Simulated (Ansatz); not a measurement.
# Molecular dynamics of BHCl3 (part 1 of 4)

System: BHCl3, multiplicity 2.
Method: UKS revPBE/def2-SVP (Ansatz 0.2.0).

It belongs to a series of runs on one base structure; here: dynamics from the highest image of the converged band. Figures and captions count atoms from 1; the log counts them from 0 in places.

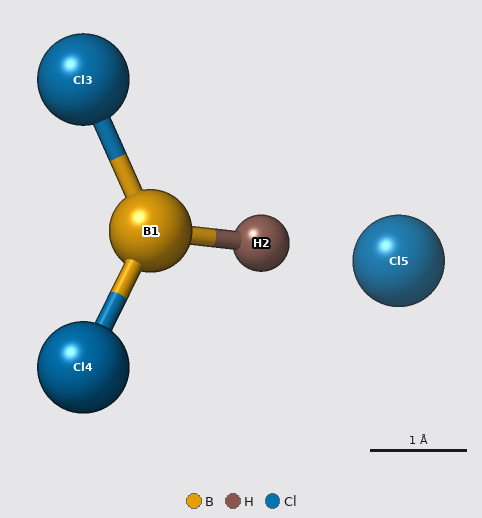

Fig. 1: The input geometry (ball-and-stick view, seen at a tilt; atoms are numbered from 1 in the order of the input).

### The input
```yaml
crystal:
  periodic: [false, false, false]
  atoms:
    - { symbol: B, position_ang: [0.002187, 0.040851, -0.005208] }
    - { symbol: H, position_ang: [-0.004215, -0.002147, 1.305532] }
    - { symbol: Cl, position_ang: [1.548725, 0.094494, -0.792495] }
    - { symbol: Cl, position_ang: [-1.536389, 0.030406, -0.809683] }
    - { symbol: Cl, position_ang: [-0.010311, -0.163603, 2.991855] }
magnetization:
  spin_polarized: true
  initial_magnetization: 1
basis:
  gaussian: { orbitals: def2-SVP }
hamiltonian:
  xc: revpbe
md:
  timestep: 0.5
  n_steps: 200
  ensemble: nve
  temperature: 100.0
  initial_velocities: maxwell_boltzmann
  seed: 11945
```

Launch command:
```bash
ansatz run input.yaml --threads 2 --pin off --max-ram 3072MiB --backend cpu --events-out ev --progress --plain --runs-dir out
```

### Output
```
Engine: ansatz 0.2.0, x86_64-unknown-linux-gnu
Functional definition: revPBE
  parameter kappa = 1.245
  parameter beta = 0.06672455060314922
  exchange = pbe_x(kappa = kappa, mu = beta*pi^2/3)
  correlation = pbe_c(beta = beta)
797 factors; their error is unknown
mean field evaluation 1: about -38240.5604 eV, gradient 1.3e1 eV
mean field evaluation 2: about -38239.3173 eV, gradient 2.0e1 eV
mean field evaluation 4: about -38241.6695 eV, gradient 1.6e0 eV
mean field evaluation 8: about -38241.6877 eV, gradient 2.8e-2 eV
mean field evaluation 16: about -38241.6449 eV, gradient 3.5e-5 eV
mean field -38241.64488973 eV, -1405.3545285795 hartree, gradient 3.5e-5 eV, S^2 0.752364; 2 other end points of the search recorded, 0 dependent functions left out
the calculation of the forces begins
reference -38241.64492239 eV, -1405.3545297799 hartree; 29, 28 occupied and 44, 45 virtual orbitals, 797 factors
md step     0: t =     0.00 fs  T =   100.0 K  F+E_penalty+E_count = -38241.64488973 eV  E_kin = 0.038778 eV  conserved = -38241.60611173 eV  (61 SCF iters)
these checks for a lower state are left out or cut short: starts, cluster_reference, orbital_swaps, neighbouring_geometries, increment
797 factors; their error is unknown
mean field evaluation 32: about -38241.6448 eV, gradient 2.5e-5 eV
mean field -38241.64480996 eV, -1405.3545256481 hartree, gradient 2.5e-5 eV, S^2 0.752364; 0 other end points of the search recorded, 0 dependent functions left out
the calculation of the forces begins
reference -38241.64484262 eV, -1405.3545268485 hartree; 29, 28 occupied and 44, 45 virtual orbitals, 797 factors
md step     1: t =     0.50 fs  T =    99.8 K  F+E_penalty+E_count = -38241.64480996 eV  E_kin = 0.038698 eV  conserved = -38241.60611160 eV  (26 SCF iters)
[... from here on the SCF iterations and repeated set-up lines of each step are left out, up to the last step ...]
md step     2: t =     1.00 fs  T =    99.2 K  F+E_penalty+E_count = -38241.64456268 eV  E_kin = 0.038452 eV  conserved = -38241.60611114 eV  (26 SCF iters)
md step     3: t =     1.50 fs  T =    98.1 K  F+E_penalty+E_count = -38241.64415514 eV  E_kin = 0.038045 eV  conserved = -38241.60611024 eV  (26 SCF iters)
md step     4: t =     2.00 fs  T =    96.7 K  F+E_penalty+E_count = -38241.64359997 eV  E_kin = 0.037491 eV  conserved = -38241.60610918 eV  (25 SCF iters)
md step     5: t =     2.50 fs  T =    94.9 K  F+E_penalty+E_count = -38241.64291406 eV  E_kin = 0.036806 eV  conserved = -38241.60610786 eV  (25 SCF iters)
md step     6: t =     3.00 fs  T =    92.9 K  F+E_penalty+E_count = -38241.64211860 eV  E_kin = 0.036012 eV  conserved = -38241.60610631 eV  (25 SCF iters)
md step     7: t =     3.50 fs  T =    90.6 K  F+E_penalty+E_count = -38241.64123828 eV  E_kin = 0.035134 eV  conserved = -38241.60610460 eV  (26 SCF iters)
md step     8: t =     4.00 fs  T =    88.2 K  F+E_penalty+E_count = -38241.64030047 eV  E_kin = 0.034198 eV  conserved = -38241.60610278 eV  (26 SCF iters)
md step     9: t =     4.50 fs  T =    85.7 K  F+E_penalty+E_count = -38241.63933440 eV  E_kin = 0.033233 eV  conserved = -38241.60610090 eV  (26 SCF iters)
md step    10: t =     5.00 fs  T =    83.2 K  F+E_penalty+E_count = -38241.63837017 eV  E_kin = 0.032271 eV  conserved = -38241.60609913 eV  (25 SCF iters)
md step    11: t =     5.50 fs  T =    80.8 K  F+E_penalty+E_count = -38241.63743742 eV  E_kin = 0.031340 eV  conserved = -38241.60609734 eV  (26 SCF iters)
md step    12: t =     6.00 fs  T =    78.6 K  F+E_penalty+E_count = -38241.63656478 eV  E_kin = 0.030469 eV  conserved = -38241.60609566 eV  (26 SCF iters)
md step    13: t =     6.50 fs  T =    76.5 K  F+E_penalty+E_count = -38241.63577863 eV  E_kin = 0.029684 eV  conserved = -38241.60609421 eV  (26 SCF iters)
md step    14: t =     7.00 fs  T =    74.8 K  F+E_penalty+E_count = -38241.63510210 eV  E_kin = 0.029009 eV  conserved = -38241.60609301 eV  (26 SCF iters)
md step    15: t =     7.50 fs  T =    73.4 K  F+E_penalty+E_count = -38241.63455436 eV  E_kin = 0.028462 eV  conserved = -38241.60609210 eV  (26 SCF iters)
md step    16: t =     8.00 fs  T =    72.4 K  F+E_penalty+E_count = -38241.63414995 eV  E_kin = 0.028058 eV  conserved = -38241.60609155 eV  (22 SCF iters)
md step    17: t =     8.50 fs  T =    71.7 K  F+E_penalty+E_count = -38241.63389828 eV  E_kin = 0.027807 eV  conserved = -38241.60609138 eV  (23 SCF iters)
md step    18: t =     9.00 fs  T =    71.5 K  F+E_penalty+E_count = -38241.63380340 eV  E_kin = 0.027712 eV  conserved = -38241.60609151 eV  (26 SCF iters)
md step    19: t =     9.50 fs  T =    71.6 K  F+E_penalty+E_count = -38241.63386391 eV  E_kin = 0.027772 eV  conserved = -38241.60609193 eV  (25 SCF iters)
md step    20: t =    10.00 fs  T =    72.2 K  F+E_penalty+E_count = -38241.63407310 eV  E_kin = 0.027980 eV  conserved = -38241.60609266 eV  (26 SCF iters)
md step    21: t =    10.50 fs  T =    73.0 K  F+E_penalty+E_count = -38241.63441937 eV  E_kin = 0.028326 eV  conserved = -38241.60609366 eV  (26 SCF iters)
md step    22: t =    11.00 fs  T =    74.2 K  F+E_penalty+E_count = -38241.63488669 eV  E_kin = 0.028792 eV  conserved = -38241.60609485 eV  (26 SCF iters)
md step    23: t =    11.50 fs  T =    75.7 K  F+E_penalty+E_count = -38241.63545545 eV  E_kin = 0.029359 eV  conserved = -38241.60609627 eV  (27 SCF iters)
md step    24: t =    12.00 fs  T =    77.4 K  F+E_penalty+E_count = -38241.63610308 eV  E_kin = 0.030005 eV  conserved = -38241.60609780 eV  (26 SCF iters)
md step    25: t =    12.50 fs  T =    79.2 K  F+E_penalty+E_count = -38241.63680506 eV  E_kin = 0.030706 eV  conserved = -38241.60609940 eV  (26 SCF iters)
md step    26: t =    13.00 fs  T =    81.1 K  F+E_penalty+E_count = -38241.63753577 eV  E_kin = 0.031435 eV  conserved = -38241.60610101 eV  (25 SCF iters)
md step    27: t =    13.50 fs  T =    83.0 K  F+E_penalty+E_count = -38241.63826956 eV  E_kin = 0.032167 eV  conserved = -38241.60610271 eV  (26 SCF iters)
md step    28: t =    14.00 fs  T =    84.8 K  F+E_penalty+E_count = -38241.63898103 eV  E_kin = 0.032877 eV  conserved = -38241.60610419 eV  (26 SCF iters)
md step    29: t =    14.50 fs  T =    86.5 K  F+E_penalty+E_count = -38241.63964661 eV  E_kin = 0.033541 eV  conserved = -38241.60610554 eV  (26 SCF iters)
md step    30: t =    15.00 fs  T =    88.0 K  F+E_penalty+E_count = -38241.64024452 eV  E_kin = 0.034138 eV  conserved = -38241.60610663 eV  (26 SCF iters)
md step    31: t =    15.50 fs  T =    89.4 K  F+E_penalty+E_count = -38241.64075592 eV  E_kin = 0.034648 eV  conserved = -38241.60610762 eV  (26 SCF iters)
md step    32: t =    16.00 fs  T =    90.4 K  F+E_penalty+E_count = -38241.64116467 eV  E_kin = 0.035056 eV  conserved = -38241.60610841 eV  (25 SCF iters)
md step    33: t =    16.50 fs  T =    91.2 K  F+E_penalty+E_count = -38241.64145812 eV  E_kin = 0.035349 eV  conserved = -38241.60610897 eV  (26 SCF iters)
md step    34: t =    17.00 fs  T =    91.6 K  F+E_penalty+E_count = -38241.64162719 eV  E_kin = 0.035518 eV  conserved = -38241.60610930 eV  (26 SCF iters)
md step    35: t =    17.50 fs  T =    91.7 K  F+E_penalty+E_count = -38241.64166658 eV  E_kin = 0.035557 eV  conserved = -38241.60610939 eV  (26 SCF iters)
md step    36: t =    18.00 fs  T =    91.5 K  F+E_penalty+E_count = -38241.64157480 eV  E_kin = 0.035466 eV  conserved = -38241.60610925 eV  (26 SCF iters)
md step    37: t =    18.50 fs  T =    90.9 K  F+E_penalty+E_count = -38241.64135413 eV  E_kin = 0.035245 eV  conserved = -38241.60610874 eV  (26 SCF iters)
md step    38: t =    19.00 fs  T =    90.0 K  F+E_penalty+E_count = -38241.64101103 eV  E_kin = 0.034903 eV  conserved = -38241.60610818 eV  (26 SCF iters)
md step    39: t =    19.50 fs  T =    88.8 K  F+E_penalty+E_count = -38241.64055515 eV  E_kin = 0.034448 eV  conserved = -38241.60610736 eV  (26 SCF iters)
md step    40: t =    20.00 fs  T =    87.4 K  F+E_penalty+E_count = -38241.63999983 eV  E_kin = 0.033893 eV  conserved = -38241.60610635 eV  (26 SCF iters)
md step    41: t =    20.50 fs  T =    85.8 K  F+E_penalty+E_count = -38241.63936143 eV  E_kin = 0.033256 eV  conserved = -38241.60610518 eV  (26 SCF iters)
md step    42: t =    21.00 fs  T =    84.0 K  F+E_penalty+E_count = -38241.63865899 eV  E_kin = 0.032555 eV  conserved = -38241.60610387 eV  (26 SCF iters)
md step    43: t =    21.50 fs  T =    82.0 K  F+E_penalty+E_count = -38241.63791361 eV  E_kin = 0.031811 eV  conserved = -38241.60610248 eV  (25 SCF iters)
md step    44: t =    22.00 fs  T =    80.1 K  F+E_penalty+E_count = -38241.63714788 eV  E_kin = 0.031047 eV  conserved = -38241.60610115 eV  (26 SCF iters)
md step    45: t =    22.50 fs  T =    78.1 K  F+E_penalty+E_count = -38241.63638473 eV  E_kin = 0.030285 eV  conserved = -38241.60609972 eV  (26 SCF iters)
md step    46: t =    23.00 fs  T =    76.2 K  F+E_penalty+E_count = -38241.63564719 eV  E_kin = 0.029549 eV  conserved = -38241.60609837 eV  (65 SCF iters)
md step    47: t =    23.50 fs  T =    74.4 K  F+E_penalty+E_count = -38241.63495707 eV  E_kin = 0.028860 eV  conserved = -38241.60609714 eV  (26 SCF iters)
md step    48: t =    24.00 fs  T =    72.8 K  F+E_penalty+E_count = -38241.63433428 eV  E_kin = 0.028238 eV  conserved = -38241.60609608 eV  (26 SCF iters)
md step    49: t =    24.50 fs  T =    71.4 K  F+E_penalty+E_count = -38241.63379594 eV  E_kin = 0.027701 eV  conserved = -38241.60609523 eV  (26 SCF iters)
md step    50: t =    25.00 fs  T =    70.3 K  F+E_penalty+E_count = -38241.63335571 eV  E_kin = 0.027261 eV  conserved = -38241.60609464 eV  (26 SCF iters)
md step    51: t =    25.50 fs  T =    69.4 K  F+E_penalty+E_count = -38241.63302317 eV  E_kin = 0.026929 eV  conserved = -38241.60609432 eV  (26 SCF iters)
md step    52: t =    26.00 fs  T =    68.9 K  F+E_penalty+E_count = -38241.63280340 eV  E_kin = 0.026709 eV  conserved = -38241.60609430 eV  (26 SCF iters)
md step    53: t =    26.50 fs  T =    68.6 K  F+E_penalty+E_count = -38241.63269674 eV  E_kin = 0.026602 eV  conserved = -38241.60609458 eV  (26 SCF iters)
md step    54: t =    27.00 fs  T =    68.6 K  F+E_penalty+E_count = -38241.63269885 eV  E_kin = 0.026604 eV  conserved = -38241.60609527 eV  (26 SCF iters)
md step    55: t =    27.50 fs  T =    68.9 K  F+E_penalty+E_count = -38241.63280044 eV  E_kin = 0.026704 eV  conserved = -38241.60609609 eV  (26 SCF iters)
md step    56: t =    28.00 fs  T =    69.3 K  F+E_penalty+E_count = -38241.63298839 eV  E_kin = 0.026891 eV  conserved = -38241.60609714 eV  (26 SCF iters)
md step    57: t =    28.50 fs  T =    70.0 K  F+E_penalty+E_count = -38241.63324589 eV  E_kin = 0.027148 eV  conserved = -38241.60609836 eV  (26 SCF iters)
md step    58: t =    29.00 fs  T =    70.8 K  F+E_penalty+E_count = -38241.63355332 eV  E_kin = 0.027454 eV  conserved = -38241.60609969 eV  (26 SCF iters)
md step    59: t =    29.50 fs  T =    71.7 K  F+E_penalty+E_count = -38241.63388915 eV  E_kin = 0.027788 eV  conserved = -38241.60610103 eV  (26 SCF iters)
md step    60: t =    30.00 fs  T =    72.5 K  F+E_penalty+E_count = -38241.63423118 eV  E_kin = 0.028129 eV  conserved = -38241.60610240 eV  (26 SCF iters)
md step    61: t =    30.50 fs  T =    73.4 K  F+E_penalty+E_count = -38241.63455735 eV  E_kin = 0.028454 eV  conserved = -38241.60610368 eV  (26 SCF iters)
md step    62: t =    31.00 fs  T =    74.1 K  F+E_penalty+E_count = -38241.63484698 eV  E_kin = 0.028742 eV  conserved = -38241.60610481 eV  (26 SCF iters)
md step    63: t =    31.50 fs  T =    74.7 K  F+E_penalty+E_count = -38241.63508171 eV  E_kin = 0.028976 eV  conserved = -38241.60610574 eV  (26 SCF iters)
md step    64: t =    32.00 fs  T =    75.1 K  F+E_penalty+E_count = -38241.63524638 eV  E_kin = 0.029140 eV  conserved = -38241.60610647 eV  (26 SCF iters)
md step    65: t =    32.50 fs  T =    75.4 K  F+E_penalty+E_count = -38241.63532948 eV  E_kin = 0.029223 eV  conserved = -38241.60610690 eV  (26 SCF iters)
md step    66: t =    33.00 fs  T =    75.3 K  F+E_penalty+E_count = -38241.63532377 eV  E_kin = 0.029217 eV  conserved = -38241.60610707 eV  (26 SCF iters)
md step    67: t =    33.50 fs  T =    75.1 K  F+E_penalty+E_count = -38241.63522622 eV  E_kin = 0.029119 eV  conserved = -38241.60610697 eV  (26 SCF iters)
md step    68: t =    34.00 fs  T =    74.6 K  F+E_penalty+E_count = -38241.63503789 eV  E_kin = 0.028931 eV  conserved = -38241.60610665 eV  (26 SCF iters)
md step    69: t =    34.50 fs  T =    73.9 K  F+E_penalty+E_count = -38241.63476353 eV  E_kin = 0.028657 eV  conserved = -38241.60610613 eV  (26 SCF iters)
md step    70: t =    35.00 fs  T =    73.0 K  F+E_penalty+E_count = -38241.63441089 eV  E_kin = 0.028306 eV  conserved = -38241.60610533 eV  (26 SCF iters)
md step    71: t =    35.50 fs  T =    71.9 K  F+E_penalty+E_count = -38241.63399062 eV  E_kin = 0.027886 eV  conserved = -38241.60610455 eV  (26 SCF iters)
md step    72: t =    36.00 fs  T =    70.7 K  F+E_penalty+E_count = -38241.63351466 eV  E_kin = 0.027411 eV  conserved = -38241.60610360 eV  (26 SCF iters)
md step    73: t =    36.50 fs  T =    69.4 K  F+E_penalty+E_count = -38241.63299659 eV  E_kin = 0.026894 eV  conserved = -38241.60610276 eV  (26 SCF iters)
md step    74: t =    37.00 fs  T =    67.9 K  F+E_penalty+E_count = -38241.63245024 eV  E_kin = 0.026348 eV  conserved = -38241.60610186 eV  (26 SCF iters)
md step    75: t =    37.50 fs  T =    66.5 K  F+E_penalty+E_count = -38241.63188976 eV  E_kin = 0.025789 eV  conserved = -38241.60610083 eV  (26 SCF iters)
md step    76: t =    38.00 fs  T =    65.1 K  F+E_penalty+E_count = -38241.63132965 eV  E_kin = 0.025230 eV  conserved = -38241.60609996 eV  (26 SCF iters)
md step    77: t =    38.50 fs  T =    63.7 K  F+E_penalty+E_count = -38241.63078381 eV  E_kin = 0.024685 eV  conserved = -38241.60609910 eV  (26 SCF iters)
md step    78: t =    39.00 fs  T =    62.3 K  F+E_penalty+E_count = -38241.63026591 eV  E_kin = 0.024168 eV  conserved = -38241.60609828 eV  (26 SCF iters)
md step    79: t =    39.50 fs  T =    61.1 K  F+E_penalty+E_count = -38241.62978916 eV  E_kin = 0.023692 eV  conserved = -38241.60609750 eV  (26 SCF iters)
md step    80: t =    40.00 fs  T =    60.0 K  F+E_penalty+E_count = -38241.62936609 eV  E_kin = 0.023269 eV  conserved = -38241.60609679 eV  (27 SCF iters)
md step    81: t =    40.50 fs  T =    59.1 K  F+E_penalty+E_count = -38241.62900821 eV  E_kin = 0.022912 eV  conserved = -38241.60609616 eV  (27 SCF iters)
md step    82: t =    41.00 fs  T =    58.4 K  F+E_penalty+E_count = -38241.62872568 eV  E_kin = 0.022630 eV  conserved = -38241.60609564 eV  (27 SCF iters)
md step    83: t =    41.50 fs  T =    57.8 K  F+E_penalty+E_count = -38241.62852676 eV  E_kin = 0.022431 eV  conserved = -38241.60609528 eV  (26 SCF iters)
md step    84: t =    42.00 fs  T =    57.6 K  F+E_penalty+E_count = -38241.62841730 eV  E_kin = 0.022322 eV  conserved = -38241.60609515 eV  (23 SCF iters)
md step    85: t =    42.50 fs  T =    57.5 K  F+E_penalty+E_count = -38241.62840020 eV  E_kin = 0.022305 eV  conserved = -38241.60609527 eV  (23 SCF iters)
md step    86: t =    43.00 fs  T =    57.7 K  F+E_penalty+E_count = -38241.62847491 eV  E_kin = 0.022379 eV  conserved = -38241.60609563 eV  (23 SCF iters)
md step    87: t =    43.50 fs  T =    58.1 K  F+E_penalty+E_count = -38241.62863714 eV  E_kin = 0.022541 eV  conserved = -38241.60609622 eV  (23 SCF iters)
md step    88: t =    44.00 fs  T =    58.7 K  F+E_penalty+E_count = -38241.62887877 eV  E_kin = 0.022782 eV  conserved = -38241.60609715 eV  (23 SCF iters)
md step    89: t =    44.50 fs  T =    59.5 K  F+E_penalty+E_count = -38241.62918753 eV  E_kin = 0.023089 eV  conserved = -38241.60609821 eV  (23 SCF iters)
md step    90: t =    45.00 fs  T =    60.5 K  F+E_penalty+E_count = -38241.62954796 eV  E_kin = 0.023449 eV  conserved = -38241.60609944 eV  (23 SCF iters)
md step    91: t =    45.50 fs  T =    61.5 K  F+E_penalty+E_count = -38241.62994170 eV  E_kin = 0.023841 eV  conserved = -38241.60610095 eV  (23 SCF iters)
md step    92: t =    46.00 fs  T =    62.5 K  F+E_penalty+E_count = -38241.63034787 eV  E_kin = 0.024245 eV  conserved = -38241.60610240 eV  (23 SCF iters)
md step    93: t =    46.50 fs  T =    63.5 K  F+E_penalty+E_count = -38241.63074488 eV  E_kin = 0.024641 eV  conserved = -38241.60610383 eV  (23 SCF iters)
md step    94: t =    47.00 fs  T =    64.5 K  F+E_penalty+E_count = -38241.63111106 eV  E_kin = 0.025006 eV  conserved = -38241.60610522 eV  (23 SCF iters)
md step    95: t =    47.50 fs  T =    65.3 K  F+E_penalty+E_count = -38241.63142582 eV  E_kin = 0.025319 eV  conserved = -38241.60610643 eV  (26 SCF iters)
md step    96: t =    48.00 fs  T =    65.9 K  F+E_penalty+E_count = -38241.63167086 eV  E_kin = 0.025563 eV  conserved = -38241.60610737 eV  (25 SCF iters)
md step    97: t =    48.50 fs  T =    66.3 K  F+E_penalty+E_count = -38241.63183112 eV  E_kin = 0.025723 eV  conserved = -38241.60610806 eV  (26 SCF iters)
md step    98: t =    49.00 fs  T =    66.5 K  F+E_penalty+E_count = -38241.63189546 eV  E_kin = 0.025787 eV  conserved = -38241.60610836 eV  (69 SCF iters)
md step    99: t =    49.50 fs  T =    66.4 K  F+E_penalty+E_count = -38241.63185759 eV  E_kin = 0.025749 eV  conserved = -38241.60610847 eV  (26 SCF iters)
md step   100: t =    50.00 fs  T =    66.0 K  F+E_penalty+E_count = -38241.63171564 eV  E_kin = 0.025607 eV  conserved = -38241.60610835 eV  (23 SCF iters)
md step   101: t =    50.50 fs  T =    65.4 K  F+E_penalty+E_count = -38241.63147245 eV  E_kin = 0.025365 eV  conserved = -38241.60610788 eV  (26 SCF iters)
md step   102: t =    51.00 fs  T =    64.5 K  F+E_penalty+E_count = -38241.63113540 eV  E_kin = 0.025028 eV  conserved = -38241.60610719 eV  (26 SCF iters)
md step   103: t =    51.50 fs  T =    63.5 K  F+E_penalty+E_count = -38241.63071528 eV  E_kin = 0.024609 eV  conserved = -38241.60610631 eV  (26 SCF iters)
md step   104: t =    52.00 fs  T =    62.2 K  F+E_penalty+E_count = -38241.63022589 eV  E_kin = 0.024121 eV  conserved = -38241.60610532 eV  (26 SCF iters)
md step   105: t =    52.50 fs  T =    60.8 K  F+E_penalty+E_count = -38241.62968308 eV  E_kin = 0.023579 eV  conserved = -38241.60610425 eV  (26 SCF iters)
md step   106: t =    53.00 fs  T =    59.3 K  F+E_penalty+E_count = -38241.62910386 eV  E_kin = 0.023001 eV  conserved = -38241.60610315 eV  (25 SCF iters)
```
